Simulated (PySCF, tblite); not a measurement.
# C6H6B2F2: dynamics, then NMR shifts on frames, part 2 of 2

tblite 0.8.0 and PySCF 2.14.0. Atoms count from 0. The steps go on from the part before.

## (5) Shielding tensors: 625 fs, PBE0/pcSseg-1

Job settings and geometry (Å):

```
{"job": {"kind": "nmr", "xc": "PBE0", "basis": "pcSseg-1", "pop": false}, "charge": 0, "multiplicity": 1}
F      2.818800    -0.697400    -0.061000
B      1.994900     0.141600     0.574600
F      2.511100     1.224800     1.060800
C      0.437500    -0.059400     0.618200
C     -0.008800    -1.060900    -0.244600
C     -1.308800    -1.483500    -0.528100
C     -2.507400    -1.119100     0.103400
B     -2.834500    -0.240300     1.193400
C     -1.795400     0.761500     1.580600
C     -0.465900     0.834600     1.306000
H      0.786900    -1.593000    -0.742800
H     -1.324000    -2.129600    -1.382000
H     -3.312700    -1.739800    -0.299200
H     -3.936000    -0.364800     1.614700
H     -2.077700     1.617500     2.145800
H      0.077500     1.734300     1.700100
```

With the program's defaults for keys left out, this is: GIAO PBE0/pcSseg-1 NMR shielding, non-relativistic, gas phase.

What it wrote:

```text
coarse grid: 14584 points
cycle   1  E = -480.9578303139  dE =  1.549e+00  |g| = 7.009e-01  |ddm| = 3.910e+00
cycle   2  E = -480.8238506657  dE =  1.340e-01  |g| = 1.064e+00  |ddm| = 1.396e+00
cycle   3  E = -481.0521487925  dE = -2.283e-01  |g| = 1.673e-01  |ddm| = 1.005e+00
cycle   4  E = -481.0595919849  dE = -7.443e-03  |g| = 5.746e-02  |ddm| = 2.143e-01
cycle   5  E = -481.0604817476  dE = -8.898e-04  |g| = 1.542e-02  |ddm| = 6.783e-02
cycle   6  E = -481.0605399070  dE = -5.816e-05  |g| = 4.178e-03  |ddm| = 1.796e-02
cycle   7  E = -481.0605440483  dE = -4.141e-06  |g| = 1.269e-03  |ddm| = 4.926e-03
final grid: 145104 points
cycle   8  E = -481.1274896258  dE = -6.567e-05  |g| = 7.015e-03  |ddm| = 3.887e-02
cycle   9  E = -481.1274846869  dE =  4.939e-06  |g| = 8.236e-03  |ddm| = 1.479e-02
cycle  10  E = -481.1275019441  dE = -1.726e-05  |g| = 1.565e-03  |ddm| = 8.680e-03
cycle  11  E = -481.1275025912  dE = -6.470e-07  |g| = 4.314e-04  |ddm| = 1.879e-03
cycle  12  E = -481.1275026412  dE = -5.004e-08  |g| = 1.019e-04  |ddm| = 4.778e-04
cycle  13  E = -481.1275026430  dE = -1.792e-09  |g| = 5.673e-05  |ddm| = 1.309e-04
cycle  14  E = -481.1275026437  dE = -7.534e-10  |g| = 1.341e-05  |ddm| = 5.899e-05
converged SCF energy = -481.1275026437

GIAO shielding tensors (ppm)
atom      isotropic    diamagn.    paramagn.     s11        s22        s33       span
  0 F      269.382     469.745    -200.363    106.280    320.463    381.403    275.123
  1 B       75.547     197.432    -121.886     65.383     79.014     82.243     16.860
  2 F      255.698     467.659    -211.961     85.561    288.588    392.946    307.386
  3 C       38.286     260.100    -221.814    -68.877     16.315    167.421    236.298
  4 C       26.556     259.214    -232.658   -100.727     21.886    158.509    259.236
  5 C       29.164     255.007    -225.843    -94.358     20.184    161.667    256.025
  6 C       17.784     252.259    -234.475   -120.064     -2.278    175.693    295.757
  7 B       60.165     196.096    -135.931     11.686     34.420    134.390    122.704
  8 C       30.495     252.693    -222.198   -103.489     13.181    181.793    285.281
  9 C       26.103     253.952    -227.849    -93.625     12.643    159.292    252.917
 10 H       22.997      34.091     -11.094     18.279     20.886     29.826     11.546
 11 H       23.216      31.038      -7.822     19.221     22.014     28.414      9.193
 12 H       22.798      27.844      -5.046     19.425     20.527     28.442      9.017
 13 H       25.010      29.196      -4.186     23.551     23.646     27.834      4.283
 14 H       23.468      28.979      -5.511     20.299     21.129     28.975      8.676
 15 H       22.404      30.779      -8.375     16.991     21.652     28.568     11.577
```

Wall time 21 s (1 thread of Intel Xeon 6975P-C, shared host); peak memory 0.97 GiB.

Key values: δ C6 169.1, C9 160.8, C4 160.4, C5 157.8, H15 9.31, H12 8.92 ppm.

## (6) NMR shieldings: 800 fs, PBE0/pcSseg-1

Job settings and geometry (Å):

```
{"job": {"kind": "nmr", "xc": "PBE0", "basis": "pcSseg-1", "pop": false}, "charge": 0, "multiplicity": 1}
F      2.946200    -0.552600     0.170600
B      2.077200     0.172100     0.939600
F      2.592500     0.917300     1.997500
C      0.486000    -0.009900     0.854700
C      0.065100    -1.010200     0.050700
C     -1.212700    -1.549600    -0.188000
C     -2.340400    -1.155700     0.443200
B     -2.615000    -0.117500     1.559800
C     -1.623200     0.933900     1.854900
C     -0.290900     0.913500     1.563300
H      0.786400    -1.575800    -0.404500
H     -1.267300    -2.474600    -0.795300
H     -3.226100    -1.729600     0.174900
H     -3.740200    -0.189400     2.006400
H     -2.011100     1.800800     2.411400
H      0.302400     1.633100     2.121600
```

Level: GIAO PBE0/pcSseg-1 NMR shielding, non-relativistic, gas phase.

What it wrote:

```text
coarse grid: 14584 points
cycle   1  E = -480.9589165319  dE =  1.460e+00  |g| = 7.049e-01  |ddm| = 3.950e+00
cycle   2  E = -480.8471340419  dE =  1.118e-01  |g| = 1.072e+00  |ddm| = 1.312e+00
cycle   3  E = -481.0559579803  dE = -2.088e-01  |g| = 1.225e-01  |ddm| = 8.659e-01
cycle   4  E = -481.0593038576  dE = -3.346e-03  |g| = 5.730e-02  |ddm| = 1.723e-01
cycle   5  E = -481.0602011292  dE = -8.973e-04  |g| = 1.593e-02  |ddm| = 6.995e-02
cycle   6  E = -481.0602656791  dE = -6.455e-05  |g| = 3.998e-03  |ddm| = 1.882e-02
cycle   7  E = -481.0602693593  dE = -3.680e-06  |g| = 7.277e-04  |ddm| = 4.121e-03
final grid: 145104 points
cycle   8  E = -481.1231038406  dE = -4.703e-05  |g| = 7.170e-03  |ddm| = 3.730e-02
cycle   9  E = -481.1231011433  dE =  2.697e-06  |g| = 8.023e-03  |ddm| = 1.378e-02
cycle  10  E = -481.1231164182  dE = -1.527e-05  |g| = 7.486e-04  |ddm| = 7.523e-03
cycle  11  E = -481.1231165237  dE = -1.055e-07  |g| = 3.500e-04  |ddm| = 9.201e-04
cycle  12  E = -481.1231165528  dE = -2.905e-08  |g| = 7.917e-05  |ddm| = 3.527e-04
cycle  13  E = -481.1231165539  dE = -1.148e-09  |g| = 4.717e-05  |ddm| = 1.183e-04
cycle  14  E = -481.1231165545  dE = -6.029e-10  |g| = 6.749e-06  |ddm| = 5.174e-05
converged SCF energy = -481.1231165545

GIAO shielding tensors (ppm)
atom      isotropic    diamagn.    paramagn.     s11        s22        s33       span
  0 F      254.335     469.816    -215.481     74.770    312.594    375.639    300.869
  1 B       70.041     196.929    -126.888     54.175     74.223     81.725     27.550
  2 F      244.517     468.512    -223.995     55.223    306.255    372.072    316.849
  3 C       53.669     260.826    -207.156    -43.880     32.902    171.986    215.866
  4 C       36.691     256.120    -219.429    -77.639     16.309    171.405    249.045
  5 C       35.285     253.623    -218.338    -84.309     34.679    155.485    239.793
  6 C        9.361     254.112    -244.750   -140.052     -9.591    177.728    317.780
  7 B       55.685     194.544    -138.859      7.959     30.377    128.719    120.761
  8 C       29.506     254.577    -225.071   -111.498     20.314    179.702    291.200
  9 C       31.204     250.469    -219.266    -84.301      9.181    168.732    253.033
 10 H       24.272      35.485     -11.213     19.422     22.168     31.225     11.803
 11 H       22.890      29.720      -6.829     18.779     22.836     27.056      8.277
 12 H       22.558      28.527      -5.968     18.232     21.358     28.086      9.854
 13 H       24.717      28.554      -3.837     23.052     23.508     27.593      4.541
 14 H       22.802      27.989      -5.187     19.861     21.118     27.426      7.566
 15 H       22.869      30.631      -7.762     17.464     21.713     29.432     11.968
```

Wall time 22 s (1 thread of Intel Xeon 6975P-C, shared host); peak memory 0.97 GiB.

In short: δ C6 177.6, C8 157.4, C9 155.7, C5 151.6, H12 9.16, H14 8.92 ppm.

## (7) Nuclear shieldings: 1000 fs, PBE0/pcSseg-1

Job settings and geometry (Å):

```
{"job": {"kind": "nmr", "xc": "PBE0", "basis": "pcSseg-1", "pop": false}, "charge": 0, "multiplicity": 1}
F      2.980500    -0.345700     0.393500
B      2.141900     0.372500     1.109900
F      2.825500     1.283500     1.718100
C      0.567500     0.285000     0.992000
C      0.002200    -0.572600     0.068400
C     -1.333600    -0.916300    -0.209500
C     -2.476700    -0.504200     0.332900
B     -2.528700     0.367300     1.596700
C     -1.430300     1.336900     2.042600
C     -0.103800     1.245300     1.750700
H      0.629500    -1.195200    -0.524800
H     -1.488600    -1.723700    -0.994500
H     -3.386000    -0.906000    -0.072300
H     -3.501800     0.181900     2.236100
H     -1.631800     2.187600     2.716500
H      0.611100     1.935900     2.272100
```

With the program's defaults for keys left out, this is: GIAO PBE0/pcSseg-1 NMR shielding, non-relativistic, gas phase.

What it wrote:

```text
coarse grid: 14584 points
cycle   1  E = -480.9667035610  dE =  1.568e+00  |g| = 6.819e-01  |ddm| = 3.946e+00
cycle   2  E = -480.8905212274  dE =  7.618e-02  |g| = 9.644e-01  |ddm| = 1.221e+00
cycle   3  E = -481.0527450259  dE = -1.622e-01  |g| = 1.224e-01  |ddm| = 7.881e-01
cycle   4  E = -481.0562789433  dE = -3.534e-03  |g| = 5.428e-02  |ddm| = 1.746e-01
cycle   5  E = -481.0570941148  dE = -8.152e-04  |g| = 1.353e-02  |ddm| = 6.502e-02
cycle   6  E = -481.0571401650  dE = -4.605e-05  |g| = 3.416e-03  |ddm| = 1.594e-02
cycle   7  E = -481.0571429145  dE = -2.750e-06  |g| = 5.517e-04  |ddm| = 3.845e-03
final grid: 145104 points
cycle   8  E = -481.1236404673  dE = -7.259e-05  |g| = 6.759e-03  |ddm| = 4.337e-02
cycle   9  E = -481.1236384140  dE =  2.053e-06  |g| = 7.283e-03  |ddm| = 1.398e-02
cycle  10  E = -481.1236525220  dE = -1.411e-05  |g| = 1.073e-03  |ddm| = 7.738e-03
cycle  11  E = -481.1236527868  dE = -2.648e-07  |g| = 4.978e-04  |ddm| = 1.526e-03
cycle  12  E = -481.1236528591  dE = -7.235e-08  |g| = 6.807e-05  |ddm| = 5.344e-04
cycle  13  E = -481.1236528601  dE = -9.308e-10  |g| = 3.110e-05  |ddm| = 9.992e-05
converged SCF energy = -481.1236528601

GIAO shielding tensors (ppm)
atom      isotropic    diamagn.    paramagn.     s11        s22        s33       span
  0 F      255.460     469.646    -214.186     88.749    297.088    380.542    291.793
  1 B       76.750     194.481    -117.732     63.739     79.446     87.065     23.326
  2 F      257.333     466.329    -208.996    100.674    287.815    383.511    282.837
  3 C       51.553     258.970    -207.417    -45.221     28.671    171.207    216.428
  4 C       37.069     255.554    -218.484    -76.677     19.725    168.160    244.837
  5 C       36.925     255.116    -218.190    -77.710     35.367    153.118    230.829
  6 C       17.458     257.507    -240.048   -143.202     10.881    184.695    327.898
  7 B       51.487     188.532    -137.046      9.095     16.129    129.236    120.141
  8 C       31.814     255.314    -223.500   -101.816     18.562    178.697    280.513
  9 C       31.061     254.132    -223.072    -89.076     22.829    159.428    248.504
 10 H       23.765      34.115     -10.350     19.045     22.317     29.932     10.887
 11 H       22.915      30.245      -7.331     17.822     23.698     27.224      9.403
 12 H       22.846      29.880      -7.034     17.550     23.230     27.758     10.207
 13 H       24.966      27.629      -2.663     22.712     24.419     27.768      5.057
 14 H       23.151      26.802      -3.651     19.319     22.189     27.944      8.625
 15 H       22.658      29.611      -6.953     17.350     21.721     28.904     11.554
```

It took 21 s on 1 thread of Intel Xeon 6975P-C, shared host; peak memory 0.97 GiB.

Key values: δ C6 169.5, C9 155.9, C8 155.1, C5 150.0, H15 9.06, H12 8.87 ppm.

## (8) Side by side: NMR shifts

Shifts (ppm) of some atoms, chosen among heavy atoms and hydrogens apart, with basis size and wall time:

| frame | C6 | C9 | C3 | H12 | H10 | F2 | F0 | functions | time |
| --- | --- | --- | --- | --- | --- | --- | --- | --- | --- |
| 250 fs | 174.4 | 157.3 | 142.8 | 9.19 | 8.04 | -76.2 | -78.6 | 200 | 21 s |
| 425 fs | 186.2 | 170.0 | 146.1 | 9.85 | 8.39 | -88.7 | -88.1 | 200 | 21 s |
| 625 fs | 169.1 | 160.8 | 148.6 | 8.92 | 8.72 | -84.8 | -98.4 | 200 | 21 s |
| 800 fs | 177.6 | 155.7 | 133.3 | 9.16 | 7.45 | -73.6 | -83.4 | 200 | 22 s |
| 1000 fs | 169.5 | 155.9 | 135.4 | 8.87 | 7.95 | -86.4 | -84.5 | 200 | 21 s |

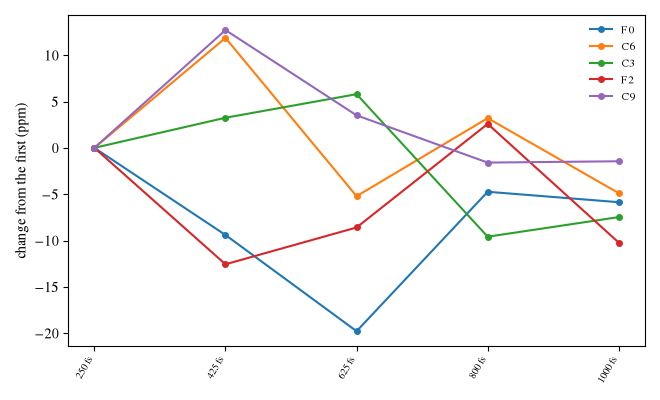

How five of the tabulated atoms move from run to run.

## (9) What came out

What follows sums up all 2 parts.

| quantity | value |
| --- | --- |
| thermostat | 300 K |
| mean temperature, second half | 237 K |
| mean potential energy above the minimum | 0.52 eV |
| 13C shifts against TMS (PBE0/pcSseg-1, 250 fs) | 174.4, 160.4, 157.3, 155.9, 152.8, 142.8 ppm |
| 1H shifts against TMS (PBE0/pcSseg-1, 250 fs) | 9.19, 8.82, 8.56, 8.56, 8.04, 6.56 ppm |
| 19F shifts against CFCl3 (PBE0/pcSseg-1, 250 fs) | -76.2, -78.6 ppm |
| 11B shifts against BF3·OEt2 (PBE0/pcSseg-1, 250 fs) | 44.6, 25.5 ppm |
| range of the shift of F0 | -98.4 to -78.6 ppm |

In words: In the second half the potential energy averages 0.52 eV above the minimum; equipartition over 42 harmonic modes at 300 K would give 0.54 eV. With 16 atoms the temperature swings widely (139 to 337 K). Shifts at one fixed geometry are not the observed spectrum, which averages over the motion. In ppm, F0 moves most: its shift spreads over 19.8 ppm, from -98.4 (625 fs) to -78.6 (250 fs).
